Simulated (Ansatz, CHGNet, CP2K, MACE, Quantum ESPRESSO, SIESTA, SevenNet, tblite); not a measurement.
# Which run comes nearest? Mg2+ BF4- in dimethyl sulfoxide and 1,3-dioxolane at 400 K (73 atoms)

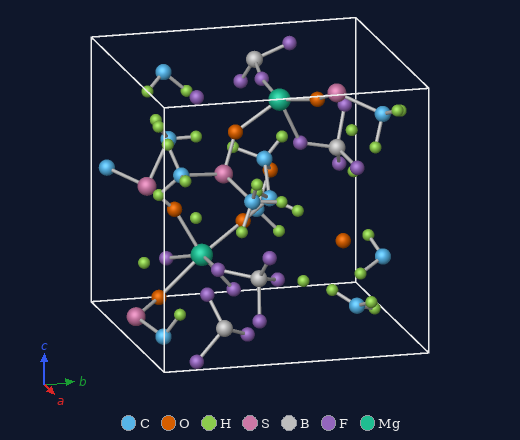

The cell (carbon blue, oxygen orange, hydrogen green, sulfur pink, boron light grey, fluorine purple, magnesium teal). Bonds to atoms that aren't drawn are left out. Some periodic images of atoms are drawn too.

Density of this cell: 1.53 g/cm³. The cell holds 73 atoms: 11 C, 6 O, 30 H, 4 S, 4 B, 16 F and 2 Mg. Its edges and angles: a = 9.474 Å, b = 9.474 Å, c = 9.474 Å, α = 90.0°, β = 90.0°, γ = 90.0°. 4 dimethyl sulfoxide, 1 1,3-dioxolane, 2 Mg2+, 4 BF4- placed at random, at 1.53 g/cm³; overlaps pushed apart, then 10 ps at 550 K with stiff harmonic cages for PF6 and BF4 with UFF radii; divalent ions of Li, Roberts, Chakravorty and Merz (J. Chem. Theory Comput. 9, 2733 (2013)); MMFF94 bonds, angles, torsions, charges and radii (Halgren, J. Comput. Chem. 17, 490 (1996)) in harmonic and 12-6 forms; charges of ions scaled by 0.8. Snapshot after 30 ps at 400 K and fixed volume. Then every atom was moved at random, 0.03 Å r.m.s. a Cartesian component (hydrogen 0.6 of that).

Geometry: as built.

The reference, a calculation:

```
method                                           : Kohn-Sham DFT, PBE, PAW, plane waves (Ansatz 0.2.0); cutoff 420 eV, Γ point, fermi-dirac smearing of 0.05 eV; PAW set soft_2
r.m.s. force component                           : 1.628 eV/Å
longest force                                    : 7.902 eV/Å
pressure                                         : 4.223 GPa
gap (highest filled to lowest empty level) : 4.207 eV
SCF cycles                                       : 10
time                                             : 3.1 s on 8 threads of Arm Neoverse V2, shared host
CPU time                                         : 20 s
```

Runs, in no order:
A. SIESTA revPBE, PBE potentials, DZP, shift 0.01 Ry, mesh 500 Ry: Kohn-Sham DFT, revPBE, PseudoDojo 0.4.1 norm-conserving pseudopotentials (converted to PSML), numerical atomic orbitals (DZP), diagonalisation
B. QE PBE, sssp-1.3.0-efficiency, 60/480 Ry: Kohn-Sham DFT, PBE, SSSP efficiency 1.3.0 pseudopotentials, plane waves
C. MACE MP-0b3 medium potential: machine-learned interatomic potential MACE MP-0b3 medium, trained on PBE(+U) plane-wave data
D. CP2K PBE, SZV-MOLOPT-SR, 800/50 Ry, SIGN filter 1e-07, SCF 1e-07: Kohn-Sham DFT, PBE, GTH-PBE pseudopotentials, Gaussian and plane waves, SZV-MOLOPT-SR-GTH, linear-scaling purification of the density matrix
E. SIESTA PBE, SZP, shift 0.01 Ry, mesh 500 Ry: Kohn-Sham DFT, PBE, PseudoDojo 0.4.1 norm-conserving pseudopotentials (converted to PSML), numerical atomic orbitals (SZP), diagonalisation

Q: Order them from the smallest to the largest r.m.s. force difference.

B, C, A, E, D.

```
                                                                run  Δ force, r.m.s. (meV/Å)  share of r.m.s. force (%)  CPU time
                        B. QE PBE, sssp-1.3.0-efficiency, 60/480 Ry                     33.5                       2.06   3.2 min
                                    C. MACE MP-0b3 medium potential                      219                       13.5     7.1 s
  A. SIESTA revPBE, PBE potentials, DZP, shift 0.01 Ry, mesh 500 Ry                      340                       20.9   2.2 min
                     E. SIESTA PBE, SZP, shift 0.01 Ry, mesh 500 Ry                     1227                       75.4   1.7 min
D. CP2K PBE, SZV-MOLOPT-SR, 800/50 Ry, SIGN filter 1e-07, SCF 1e-07                     2560                        157      58 s
```

Machine-learned potentials mimic data converged in k, so the reference's own k-point error enters their differences. The network of contacts between molecules at the start is that of the classical potential that made the cell, and needn't be the one that DFT or experiment would give. The electronic-structure runs sample only Γ, in a cell whose shortest periodic width is 9 Å.

[Logs are printed without paths, hosts, clocks, repeated set-up lines and the standing remarks that a program may print on its own settings, such as how far it seeks lower states.]

[Hosts, paths, dates, database ids (printed as entryN), source tags and the programs' standing remarks are cut or masked in the printed files.]

[The MMFF94 radii named for the starting cell were scaled by 0.96; in molecules described by MMFF94, hydrogen bound to N, O or S took a small fixed 12-6 site in their place.]
